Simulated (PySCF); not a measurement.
# C$_{2}$H$_{5}$F$_{2}$Si: EPR calculation

C$_{2}$H$_{5}$F$_{2}$Si, multiplicity 2, computed with UKS B3LYP, IGLO-III on C F Si, pcH-1 on H, non-relativistic, mean-field spin-orbit, GIAO (PySCF 2.14.0).

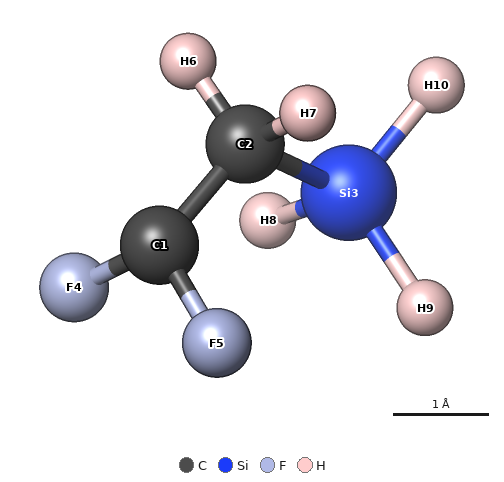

Figure 1. The structure (ball-and-stick view, seen at a tilt; atoms are numbered from 1 in the order of the input). Bond lengths as drawn: C–C 1.48 Å, C–F 1.33 Å, C–H 1.10 Å, C–Si 1.91 Å and H–Si 1.49 Å.

Summary

```tsv
quantity	value
outcome	converged
total energy	−568.492728 hartree
⟨S²⟩	0.752
isotropic g	2.0038
hardware	1 CPU thread, shared host
wall time	32 s
peak memory	0.84 GiB
```

Input file
```
{"job": {"kind": "epr"}, "charge": 0, "multiplicity": 2}
C     -0.622587    -1.211609     0.853261
C     -0.820489     0.034388     0.074563
Si     0.785319     0.801354    -0.625881
F     -0.093492    -2.227479     0.178133
F      0.010212    -1.064535     2.011627
H     -1.498089    -0.168561    -0.769438
H     -1.311442     0.781328     0.717161
H      1.397052    -0.116925    -1.629625
H      1.757042     1.051205     0.477917
H      0.437641     2.095261    -1.286072
```

The first line tells a small driver script what to run in PySCF; the rest is the geometry in Å.

Launched with:
```bash
OMP_NUM_THREADS=1 python <driver script> task.json out
```

Log
```
UKS, coarse grid
  cycle   1  E = -568.40971818  |g| = 5.05e-01
  cycle   2  E = -568.30884677  |g| = 7.84e-01
  cycle   3  E = -568.49094412  |g| = 6.74e-02
  cycle   4  E = -568.49221308  |g| = 3.22e-02
  cycle   5  E = -568.49268312  |g| = 7.01e-03
  cycle   6  E = -568.49271123  |g| = 1.86e-03
  cycle   7  E = -568.49271352  |g| = 5.75e-04
UKS, final grid
  cycle   1  E = -568.49272756  |g| = 5.00e-04
  cycle   2  E = -568.49272757  |g| = 5.58e-04
  cycle   3  E = -568.49272767  |g| = 1.04e-04
  cycle   4  E = -568.49272767  |g| = 3.06e-05
  cycle   5  E = -568.49272767  |g| = 1.29e-05
E = -568.49272767 Eh   <S^2> = 0.7524 (exact 0.7500)
g shifts (ppm)      1          2          3
  rmc          -242       -242       -242
  gc              7        -16         -9
  oz_so        -197       2427       2891
  total        -432       2168       2640
hyperfine (MHz)  atom isotope    a_iso     a_fc   dipolar eigenvalues
    0   13C     414.45     414.43    -74.70    -74.18    148.88
    1   13C      25.29      25.28     -5.94     -5.54     11.48
    2  29Si     -68.91     -69.06    -18.12      8.86      9.26
    3   19F     261.43     260.76   -199.08   -180.60    379.68
    4   19F     258.76     258.11   -201.07   -182.59    383.66
    5    1H      20.85      20.84     -6.43     -5.35     11.78
    6    1H      13.27      13.26     -6.40     -5.14     11.53
    7    1H      -0.30      -0.30     -2.13     -0.91      3.04
    8    1H      -0.79      -0.79     -2.21     -0.95      3.16
    9    1H      11.60      11.60     -1.90     -0.63      2.54
```

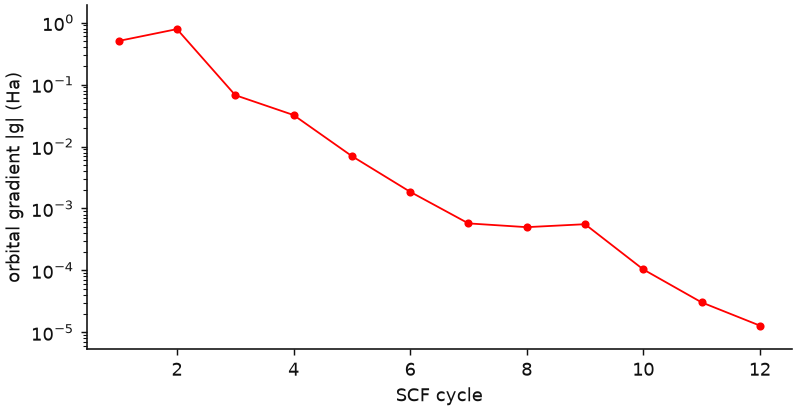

Figure 2. Convergence of the self-consistent field: orbital gradient |g| against the SCF cycle. All cycles printed in the log are drawn one after another.

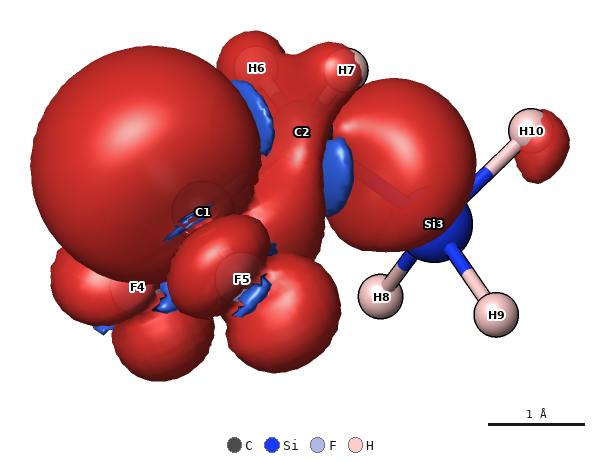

Figure 3. Isosurfaces of the spin density (α minus β) at +0.006 (red) and −0.006 e/Å³ (blue), seen at a tilt. The unpaired spin (1 electron) lies mostly on C1 (about 0.6), F5 (about 0.1) and F4 (about 0.1), in electrons by Hirshfeld's partition.

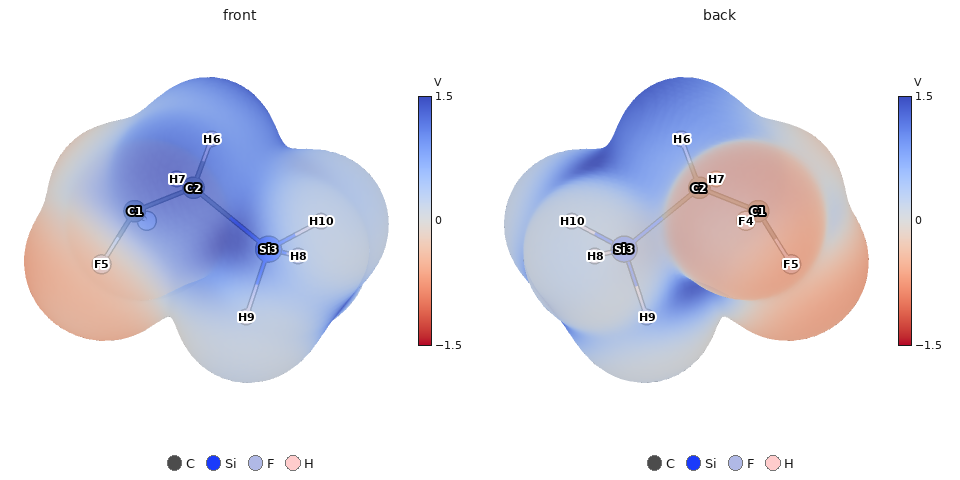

Figure 4. The molecular electrostatic potential painted on the density surface at 0.002 e/bohr³, seen at a tilt and from behind; the colour scale runs from red (negative) to blue (positive).

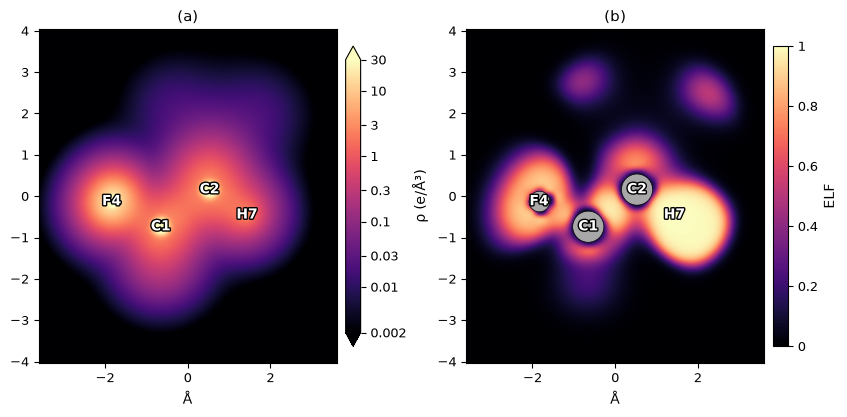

Figure 5. (a) electron density; (b) electron localisation function on the plane of atoms C1, C2 and H7. Grey discs, where drawn, cover atomic cores.
